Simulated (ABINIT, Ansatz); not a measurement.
## MgH2 (P4_2/mnm): bands and cutoff in G0W0 with ABINIT

Aim: raise bands and screening cutoff together for MgH2 (P4_2/mnm) and follow gap and time.

Main program and level: ABINIT 10.8.3; PBE and many-body steps on it, plane waves.

**1. Starting point**

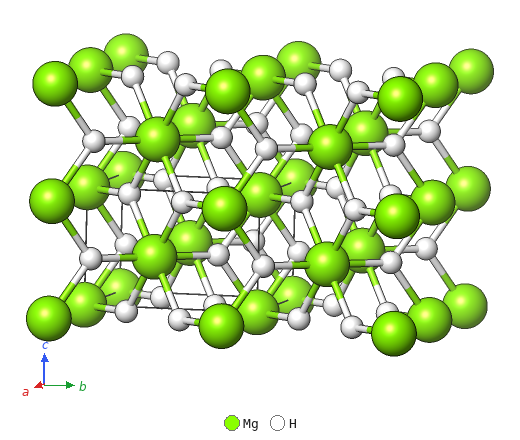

The cell as given, slightly off an axis (magnesium green, hydrogen white). 2×2×2 cells are drawn. Some periodic images of atoms are drawn too.

The cell and positions come from the Crystallography Open Database and are kept as given unless a step says otherwise.

**2. Empty states on the mesh, 4×4×4 mesh, 415 bands**

This step: ABINIT 10.8.3; DFT, PBE, plane waves, norm-conserving pseudopotentials.

The sums over transitions need many empty states on a uniform mesh; this step solves for them.

The input, run.abi:

```
acell 3*1.0 Angstrom
rprim 
  4.516800000000 0.000000000000 0.000000000000
  0.000000000000 4.516800000000 0.000000000000
  0.000000000000 0.000000000000 3.020500000000
ntypat 2
znucl 12 1
natom 6
typat 1 1 2 2 2 2
xred 
  0.000000000000 0.000000000000 0.000000000000
  0.500000000000 0.500000000000 0.500000000000
  0.306000000000 0.306000000000 0.000000000000
  0.194000000000 0.806000000000 0.500000000000
  0.694000000000 0.694000000000 0.000000000000
  0.806000000000 0.194000000000 0.500000000000
pp_dirpath "pseudos"
pseudos "Mg.upf, H.upf"
ecut 38
ngkpt 4 4 4
nshiftk 1
shiftk 0 0 0
kptopt 1
chksymbreak 0
irdden 1
istwfk *1
nband 415
prtvol 0
optdriver 6
gwr_task "HDIAGO"
paral_kgb 0
occopt 1
indata_prefix "in"
outdata_prefix "out"
tmpdata_prefix "tmp"
```

Run with:

```bash
$ OMP_NUM_THREADS=1 mpirun -n 8 abinit run.abi > log
```

Output:

```text
.Version 10.8.3 of ABINIT. v10.8.2 released Aug 2026.

 Symmetries : space group P4_2/m n m (#136); Bravais tP (primitive tetrag.)
[... echo of the input left out ...]
== DATASET  1 ==================================================================
-   mpi_nproc: 8, omp_nthreads: 1 (-1 if OMP is not activated)

--- !DatasetInfo
iteration_state: {dtset: 1, }
dimensions: {natom: 6, nkpt: 18, mband: 415, nsppol: 1, nspinor: 1, nspden: 1, mpw: 4696, }
cutoff_energies: {ecut:  38.0, pawecutdg:  -1.0, }
[...]
Indirect band gap semiconductor
 Fundamental gap:     3.895 (eV)
   VBM:     0.402 (eV) at k: [ 2.5000E-01,  0.0000E+00,  0.0000E+00]
   CBM:     4.297 (eV) at k: [ 5.0000E-01,  5.0000E-01,  5.0000E-01]
 Direct gap:         4.666 (eV) at k: [ 2.5000E-01,  2.5000E-01,  5.0000E-01]

== END DATASET(S) ==============================================================
================================================================================

 -outvars: echo values of variables after computation  --------
           etotal      0.0000000000E+00
            nband         415
             nkpt          18
          spgroup         136
 [... the other variables as echoed above ...]

 Calculation completed.
```

Elapsed: 3.3 min, on 8 MPI ranks of Arm Neoverse V1, shared host; peak memory 9.8 GiB; 26 min of CPU time.

Numbers from this step:

```
gap                                                           : 3.895 eV
k of the valence top                                          : 0.25, 0, 0
k of the conduction bottom                                    : 0.5, 0.5, 0.5
least direct gap                                              : 4.666 eV
k points computed                                             : 18
lowest point of the top converged band, above the valence top : 191.7578 eV
```

On this mesh the gap is 3.895 eV.

The density comes from a self-consistent run that is not shown.

**3. Screening, 4×4×4 mesh, 61 bands, screening to 95.2 eV**

The RPA dielectric matrix is built and inverted for each q.

This step: RPA screening on PBE, plane waves, norm-conserving pseudopotentials.

Edit run.abi of step 2 so:

```diff
@@ -24,10 +24,11 @@
 chksymbreak 0
-irdden 1
 istwfk *1
-nband 415
-prtvol 0
-optdriver 6
-gwr_task "HDIAGO"
-paral_kgb 0
 occopt 1
+irdwfk 1
+optdriver 3
+nband 61
+ecuteps 3.5
+inclvkb 2
+awtr 1
+symchi 1
 indata_prefix "in"
```

Output:

```text
.Version 10.8.3 of ABINIT. v10.8.2 released Aug 2026.

 Symmetries : space group P4_2/m n m (#136); Bravais tP (primitive tetrag.)
[... echo of the input left out ...]
== DATASET  1 ==================================================================
-   mpi_nproc: 8, omp_nthreads: 1 (-1 if OMP is not activated)

--- !DatasetInfo
iteration_state: {dtset: 1, }
dimensions: {natom: 6, nkpt: 18, mband: 61, nsppol: 1, nspinor: 1, nspden: 1, mpw: 4696, }
cutoff_energies: {ecut:  38.0, pawecutdg:  -1.0, }
electrons: {nelect:   2.40000000E+01, charge:   0.00000000E+00, occopt:   1.00000000E+00, tsmear:   1.00000000E-02, }

 SCREENING: Calculation of the susceptibility and dielectric matrices

 Based on a program developped by R.W. Godby, V. Olevano, G. Onida, and L. Reining.
 Incorporated in ABINIT by V. Olevano, G.-M. Rignanese, and M. Torrent.
.Using double precision arithmetic ; gwpc =  8

[... cell and pseudopotentials left out ...]
--------------------------------------------------------------------------------

 ==== K-mesh for the wavefunctions ====
 Number of points in the irreducible wedge :    18
[... list of points left out ...]
 Together with 16 symmetry operations and time-reversal symmetry
 yields    64 points in the full Brillouin Zone.

 ==== Q-mesh for the screening function ====
 Number of points in the irreducible wedge :    18
[... list of points left out ...]
 Together with 16 symmetry operations and time-reversal symmetry
 yields    64 points in the full Brillouin Zone.

 setmesh: FFT mesh size selected  =    32x   32x   24
          total number of points  =        24576

 vcoul_init : cutoff-mode = AUXILIARY_FUNCTION
 q-points for optical limit:   1
     1)      0.000010    0.000020    0.000030

- screening: taking advantage of time-reversal symmetry
- Maximum band index for partially occupied states nbvw = 12
- Remaining bands to be divided among processors   nbcw = 49
- Number of bands treated by each node ~6

 Number of electrons calculated from density =   24.0000; Expected =   24.0000
 average of density, n =  0.057713
 r_s =    1.6053
 omega_plasma =   23.1736 [eV]

 calculating chi0 at frequencies [eV] :
  1    0.000000E+00    0.000000E+00
  2    0.000000E+00    2.317355E+01

--------------------------------------------------------------------------------
  q-point number  1        q = ( 0.000000, 0.000000, 0.000000) [r.l.u.]
--------------------------------------------------------------------------------
[... chi0 elements left out ...]
 For q-point:  0.000010 0.000020 0.000030
  dielectric constant =   3.6399
  dielectric constant without local fields =   4.0477

  Average fulfillment of the sum rule on Im[epsilon] for q-point    1 :     40.06  [%]
[... wings left out ...]
  q-point number  2        q = ( 0.250000, 0.000000, 0.000000) [r.l.u.]
--------------------------------------------------------------------------------
[... chi0 elements left out ...]
  Average fulfillment of the sum rule on Im[epsilon] for q-point    2 :     48.01  [%]

 [... 16 further q-points ...]
```

Wall time 31 s (8 MPI ranks); peak memory 1.8 GiB.

Numbers from this step:

- ε∞ with local fields, on this mesh, along the program's q direction: 3.640
- the same without local fields: 4.048
- plasma frequency: 23.17 eV
- plane waves in the screening matrix: 129

Local fields lower ε∞ by 10 %. On a Γ-centred mesh this coarse the value itself is usually too large, while a short band sum pulls it down.

**4. 61 bands, 95.2 eV**

The self-energy is evaluated for the states that the input lists, and the levels follow from it, in one-shot runs by the linearised quasiparticle equation.

This step: G0W0 on PBE, plane waves, norm-conserving pseudopotentials.

Edit run.abi of step 3 so:

```diff
@@ -27,8 +27,21 @@
 irdwfk 1
-optdriver 3
+optdriver 4
 nband 61
+gwcalctyp 0
+ecutsigx 38
+symsigma 1
+nkptgw 4
+kptgw 
+  0.2500000000 0.0000000000 0.0000000000
+  0.5000000000 0.5000000000 0.5000000000
+  0.2500000000 0.2500000000 0.5000000000
+  0.0000000000 0.0000000000 0.0000000000
+bdgw 
+  11 14
+  11 14
+  11 14
+  10 14
 ecuteps 3.5
-inclvkb 2
-awtr 1
-symchi 1
+irdscr 1
+ppmodel 1
 indata_prefix "in"
```

Output:

```text
.Version 10.8.3 of ABINIT. v10.8.2 released Aug 2026.

 Symmetries : space group P4_2/m n m (#136); Bravais tP (primitive tetrag.)
[... echo of the input left out ...]
== DATASET  1 ==================================================================
-   mpi_nproc: 8, omp_nthreads: 1 (-1 if OMP is not activated)

--- !DatasetInfo
iteration_state: {dtset: 1, }
dimensions: {natom: 6, nkpt: 18, mband: 61, nsppol: 1, nspinor: 1, nspden: 1, mpw: 4696, }
cutoff_energies: {ecut:  38.0, pawecutdg:  -1.0, }
electrons: {nelect:   2.40000000E+01, charge:   0.00000000E+00, occopt:   1.00000000E+00, tsmear:   1.00000000E-02, }

 SIGMA: Calculation of the GW corrections

 Based on a program developped by R.W. Godby, V. Olevano, G. Onida, and L. Reining.
 Incorporated in ABINIT by V. Olevano, G.-M. Rignanese, and M. Torrent.
.Using double precision arithmetic ; gwpc =  8

[... cell and pseudopotentials left out ...]
--------------------------------------------------------------------------------

 ==== K-mesh for the wavefunctions ====
 Number of points in the irreducible wedge :    18
[... list of points left out ...]
 Together with 16 symmetry operations and time-reversal symmetry
 yields    64 points in the full Brillouin Zone.

 ==== Q-mesh for screening function ====
 Number of points in the irreducible wedge :    18
[... list of points left out ...]
 Together with 16 symmetry operations and time-reversal symmetry
 yields    64 points in the full Brillouin Zone.

 vcoul_init : cutoff-mode = AUXILIARY_FUNCTION
 q-points for optical limit:   1
     1)      0.000010    0.000020    0.000030
 setmesh: FFT mesh size selected  =    48x   48x   32
          total number of points  =        73728

 Number of electrons calculated from density =   24.0000; Expected =   24.0000
 average of density, n =  0.057713
 r_s =    1.6053
 omega_plasma =   23.1736 [eV]

 === KS Band Gaps ===
  >>>> For spin  1
   Minimum direct gap =   4.6658 [eV], located at k-point      :   0.2500  0.2500  0.5000
   Fundamental gap    =   3.8953 [eV], Top of valence bands at :   0.2500  0.0000  0.0000
                                       Bottom of conduction at :   0.5000  0.5000  0.5000
 SIGMA fundamental parameters:
 PLASMON POLE MODEL  1
 number of plane-waves for SigmaX                 4651
 number of plane-waves for SigmaC and W            129
 number of plane-waves for wavefunctions          4651
 number of bands                                    61
 number of independent spin polarizations            1
 number of spinorial components                      1
 number of k-points in IBZ                          18
 number of q-points in IBZ                          18
 number of symmetry operations                      16
 number of k-points in BZ                           64
 number of q-points in BZ                           64
 number of frequencies for dSigma/dE                 9
 frequency step for dSigma/dE [eV]                0.25
 number of omega for Sigma on real axis              0
 max omega for Sigma on real axis  [eV]           0.00
 zcut for avoiding poles [eV]                     0.10

 EPSILON^-1 parameters (SCR file):
 dimension of the eps^-1 matrix on file            129
 dimension of the eps^-1 matrix used               129
 number of plane-waves for wavefunctions          4651
 number of bands                                    61
 number of q-points in IBZ                          18
 number of frequencies                               2
 number of real frequencies                          1
 number of imag frequencies                          1

 matrix elements of self-energy operator (all in [eV])

 Perturbative Calculation

--- !SelfEnergy_ee
iteration_state: {dtset: 1, }
kpoint     : [   0.250,    0.000,    0.000, ]
spin       : 1
KS_gap     :    4.798
QP_gap     :    6.645
Delta_QP_KS:    1.847
data: !SigmaeeData |
     Band     E0 <VxcDFT>   SigX SigC(E0)      Z dSigC/dE  Sig(E)    E-E0       E
       11  -0.710 -11.185 -15.060   2.371   0.776  -0.288 -12.353  -1.168  -1.877
       12   0.402 -11.630 -15.054   2.111   0.784  -0.276 -12.659  -1.029  -0.627
       13   5.200  -8.565  -4.388  -3.183   0.823  -0.215  -7.747   0.818   6.018
       14   6.926  -8.266  -3.848  -3.422   0.816  -0.225  -7.453   0.812   7.738

--- !SelfEnergy_ee
iteration_state: {dtset: 1, }
kpoint     : [   0.500,    0.500,    0.500, ]
spin       : 1
KS_gap     :    4.769
QP_gap     :    6.826
Delta_QP_KS:    2.057
data: !SigmaeeData |
     Band     E0 <VxcDFT>   SigX SigC(E0)      Z dSigC/dE  Sig(E)    E-E0       E
       11  -0.472 -11.049 -14.865   2.319   0.778  -0.285 -12.214  -1.165  -1.637
       12  -0.472 -11.049 -14.865   2.319   0.778  -0.285 -12.214  -1.165  -1.637
[...]
--- !SelfEnergy_ee
iteration_state: {dtset: 1, }
kpoint     : [   0.250,    0.250,    0.500, ]
spin       : 1
KS_gap     :    4.666
QP_gap     :    6.649
Delta_QP_KS:    1.984
data: !SigmaeeData |
     Band     E0 <VxcDFT>   SigX SigC(E0)      Z dSigC/dE  Sig(E)    E-E0       E
[...]
--- !SelfEnergy_ee
iteration_state: {dtset: 1, }
kpoint     : [   0.000,    0.000,    0.000, ]
spin       : 1
KS_gap     :    5.246
QP_gap     :    6.785
Delta_QP_KS:    1.539
data: !SigmaeeData |
     Band     E0 <VxcDFT>   SigX SigC(E0)      Z dSigC/dE  Sig(E)    E-E0       E
[...]
12  -0.039 -11.484 -14.821   2.078   0.782  -0.279 -12.469  -0.985  -1.023
       13   5.207  -6.816  -2.910  -3.238   0.829  -0.206  -6.262   0.554   5.762
       14   5.547  -9.978  -5.729  -3.071   0.815  -0.227  -9.018   0.960   6.507

== END DATASET(S) ==============================================================
================================================================================

 -outvars: echo values of variables after computation  --------
           etotal      0.0000000000E+00
            nband          61
             nkpt          18
          spgroup         136
 [... the other variables as echoed above ...]

 Calculation completed.
```

The job ended after 6.7 s (8 MPI ranks; peak memory 1.3 GiB).

Numbers from this step:

* G0W0 gap on the mesh: 5.816 eV
* starting gap on the mesh: 3.895 eV
* k of the valence top: 0.25, 0, 0
* k of the conduction bottom: 0.5, 0.5, 0.5
* Z at the valence top: 0.784
* Z at the conduction bottom: 0.822
* least direct G0W0 gap on the computed points: 6.645 eV

The gap on the mesh goes from 3.90 eV to 5.82 eV, a correction of +1.92 eV.

**5. Screening, 4×4×4 mesh, 173 bands, screening to 176.9 eV**

This step: RPA screening on PBE, plane waves, norm-conserving pseudopotentials.

Edit run.abi of step 4 so:

```diff
@@ -27,21 +27,8 @@
 irdwfk 1
-optdriver 4
-nband 61
-gwcalctyp 0
-ecutsigx 38
-symsigma 1
-nkptgw 4
-kptgw 
-  0.2500000000 0.0000000000 0.0000000000
-  0.5000000000 0.5000000000 0.5000000000
-  0.2500000000 0.2500000000 0.5000000000
-  0.0000000000 0.0000000000 0.0000000000
-bdgw 
-  11 14
-  11 14
-  11 14
-  10 14
-ecuteps 3.5
-irdscr 1
-ppmodel 1
+optdriver 3
+nband 173
+ecuteps 6.5
+inclvkb 2
+awtr 1
+symchi 1
 indata_prefix "in"
```

Output:

```text
.Version 10.8.3 of ABINIT. v10.8.2 released Aug 2026.

 Symmetries : space group P4_2/m n m (#136); Bravais tP (primitive tetrag.)
[... echo of the input left out ...]
== DATASET  1 ==================================================================
-   mpi_nproc: 8, omp_nthreads: 1 (-1 if OMP is not activated)

--- !DatasetInfo
iteration_state: {dtset: 1, }
dimensions: {natom: 6, nkpt: 18, mband: 173, nsppol: 1, nspinor: 1, nspden: 1, mpw: 4696, }
cutoff_energies: {ecut:  38.0, pawecutdg:  -1.0, }
electrons: {nelect:   2.40000000E+01, charge:   0.00000000E+00, occopt:   1.00000000E+00, tsmear:   1.00000000E-02, }

 SCREENING: Calculation of the susceptibility and dielectric matrices

 Based on a program developped by R.W. Godby, V. Olevano, G. Onida, and L. Reining.
 Incorporated in ABINIT by V. Olevano, G.-M. Rignanese, and M. Torrent.
.Using double precision arithmetic ; gwpc =  8

[... cell and pseudopotentials left out ...]
--------------------------------------------------------------------------------

 ==== K-mesh for the wavefunctions ====
 Number of points in the irreducible wedge :    18
[... list of points left out ...]
 Together with 16 symmetry operations and time-reversal symmetry
 yields    64 points in the full Brillouin Zone.

 ==== Q-mesh for the screening function ====
 Number of points in the irreducible wedge :    18
[... list of points left out ...]
 Together with 16 symmetry operations and time-reversal symmetry
 yields    64 points in the full Brillouin Zone.

 setmesh: FFT mesh size selected  =    36x   36x   24
          total number of points  =        31104

 vcoul_init : cutoff-mode = AUXILIARY_FUNCTION
 q-points for optical limit:   1
     1)      0.000010    0.000020    0.000030

- screening: taking advantage of time-reversal symmetry
- Maximum band index for partially occupied states nbvw = 12
- Remaining bands to be divided among processors   nbcw = 161
- Number of bands treated by each node ~20

 Number of electrons calculated from density =   24.0000; Expected =   24.0000
 average of density, n =  0.057713
 r_s =    1.6053
 omega_plasma =   23.1736 [eV]

 calculating chi0 at frequencies [eV] :
  1    0.000000E+00    0.000000E+00
  2    0.000000E+00    2.317355E+01

--------------------------------------------------------------------------------
  q-point number  1        q = ( 0.000000, 0.000000, 0.000000) [r.l.u.]
--------------------------------------------------------------------------------
[... chi0 elements left out ...]
 For q-point:  0.000010 0.000020 0.000030
  dielectric constant =   3.6619
  dielectric constant without local fields =   4.0598

  Average fulfillment of the sum rule on Im[epsilon] for q-point    1 :     66.91  [%]
[... wings left out ...]
  q-point number  2        q = ( 0.250000, 0.000000, 0.000000) [r.l.u.]
--------------------------------------------------------------------------------
[... chi0 elements left out ...]
  Average fulfillment of the sum rule on Im[epsilon] for q-point    2 :     73.54  [%]

 [... 16 further q-points ...]
```

The job ended after 2 min (8 MPI ranks; peak memory 3.2 GiB; 16 min of CPU time).

This step gave:

```
ε∞ with local fields, on this mesh, along the program's q direction : 3.662
the same without local fields                                       : 4.060
plasma frequency                                                    : 23.17 eV
plane waves in the screening matrix                                 : 315
```

[end of part 1 of 2]

[Paths, hosts, dates, memory and timing lines, banners, echoed tables and standing remarks are left out of the program output.]

[Logs are printed without paths, hosts, clocks, repeated set-up lines and the standing remarks that a program may print on its own settings, such as how far it seeks lower states.]

[Runs of the session that timed out or met a known fault of the program may be left out.]

[Hosts, paths, dates, database ids (printed as entryN), source tags and the programs' standing remarks are cut or masked in the printed files.]

[G0W0 gaps are taken among the corrected bands and points alone; a level outside them can change the order at an edge.]

[Where Ansatz stands beside ABINIT at settings called matched, ABINIT's density can come from a denser mesh and the files from another edition; pairs whose starting gaps differed by over 0.03 eV were left out, so agreement reads better than it is.]
